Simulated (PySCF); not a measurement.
CH7O2PSi2

```yaml
atoms:
  - { symbol: O, position_ang: [0.8455, 1.6259, 0.3285] }
  - { symbol: C, position_ang: [1.9511, 1.1509, 0.3606] }
  - { symbol: O, position_ang: [2.2428, -0.0821, -0.0120] }
  - { symbol: Si, position_ang: [0.9469, -1.0706, -0.5988] }
  - { symbol: P, position_ang: [-0.6471, -1.1963, 0.9705] }
  - { symbol: Si, position_ang: [-1.9934, 0.4916, 0.2582] }
  - { symbol: H, position_ang: [2.8487, 1.7000, 0.7109] }
  - { symbol: H, position_ang: [1.5985, -2.3945, -0.7784] }
  - { symbol: H, position_ang: [0.5317, -0.5043, -1.9135] }
  - { symbol: H, position_ang: [-1.3364, -2.2425, 0.2800] }
  - { symbol: H, position_ang: [-1.8841, 1.6323, 1.2053] }
  - { symbol: H, position_ang: [-1.7132, 0.9282, -1.1408] }
  - { symbol: H, position_ang: [-3.3852, -0.0551, 0.3197] }
```

Geometry: PBE0-D3(BJ)/def2-SVP.

These are results of PBE0/def2-SVPD, SCF density, gas phase in PySCF 2.14.0, not measurements.

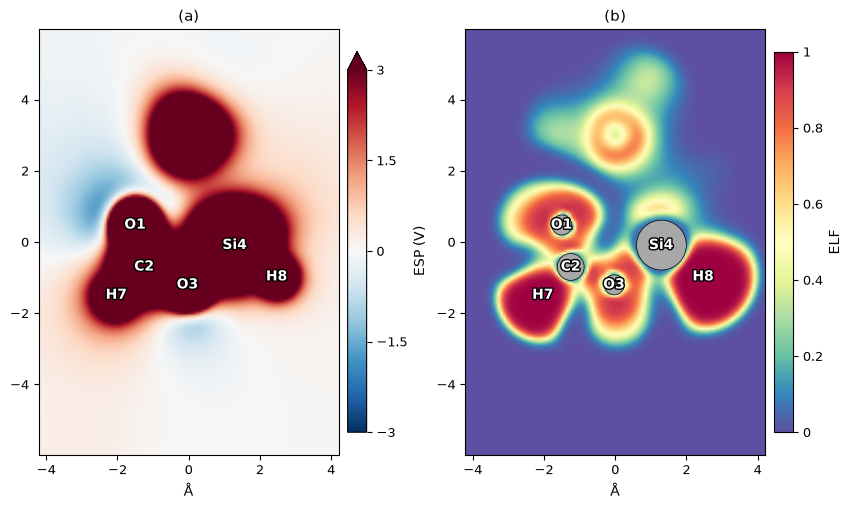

Figure 1. (a) electrostatic potential; (b) electron localisation function on the plane of atoms O1, C2 and H7. Grey discs cover the atomic cores in the ELF map.

Interpret the plot.

- The plane passes through O, C, Si and H nuclei.
- C–O (1.20 Å): the ELF peaks at about 0.85 between the atoms (a short, multiple covalent bond).
- Si–O (1.73 Å): the ELF peaks at about 0.90 between the atoms: a polar covalent bond.
- C–H (1.11 Å): the ELF climbs to about 1 towards the hydrogen, as it does in any bond to H (an ordinary covalent bond to hydrogen).
- C–O (1.32 Å): the ELF peaks at about 0.90 between the atoms (a polar covalent bond).
- Si–H (1.49 Å): the ELF climbs to about 1 towards the hydrogen.
- The ELF also peaks beside O3 and O1, away from the bonds: lone-pair regions.
- Outside the dense part of the molecule the potential is most negative (−1.6 V) near O1.

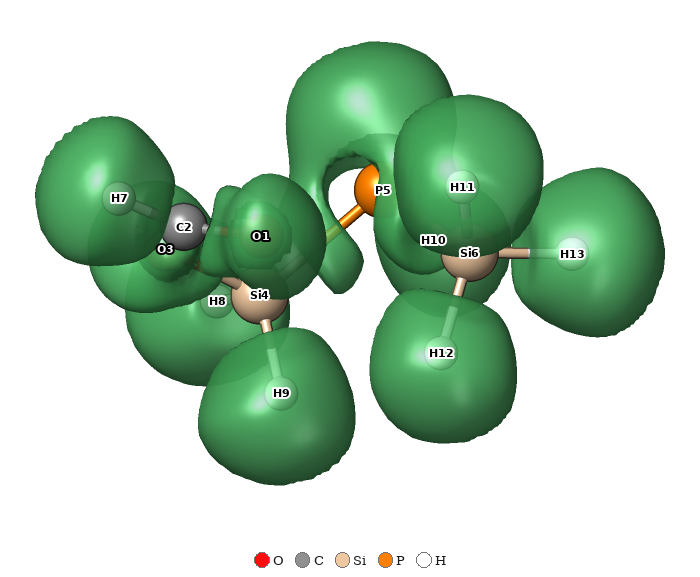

Figure 2. Isosurface of the ELF at 0.75 (green), seen from one side. Core shells and regions of very low density are left out.

Identify the bonds, lone pairs and shells in this picture.

The surface consists of six regions around hydrogen nuclei, two regions on O in which the atom's valence shell and bonds are merged and one joined region spread over several atoms (H, P), in which their bonds and any lone pairs are merged.

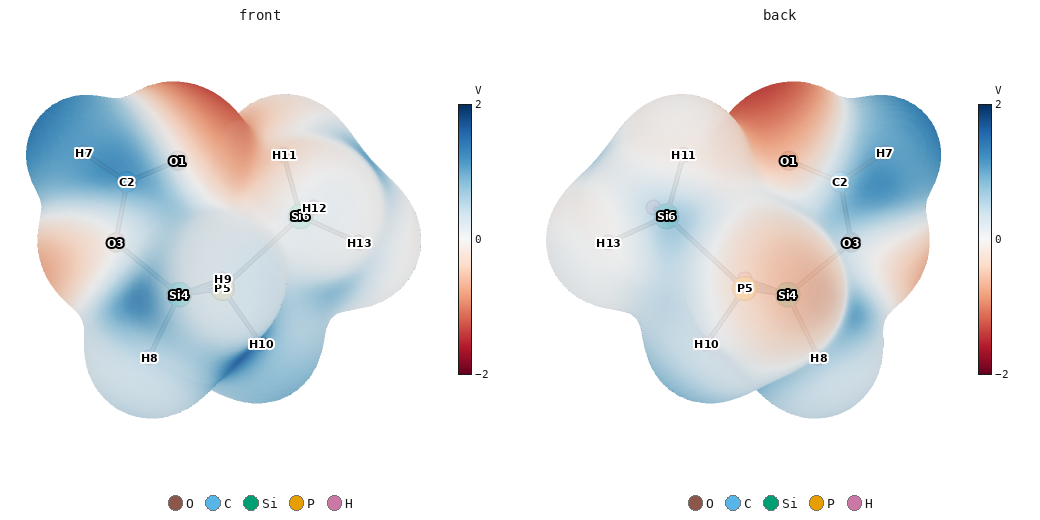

Figure 3. The electrostatic potential painted on the density surface at 0.002 e/bohr³, seen from the front and from behind; the colour scale runs from red (negative) to blue (positive).

Describe the electrostatic potential map.

The most negative region (about −1.3 V) lies over O1, the most positive (about +1.5 V) over Si4. O1 is the likeliest acceptor of a hydrogen bond.
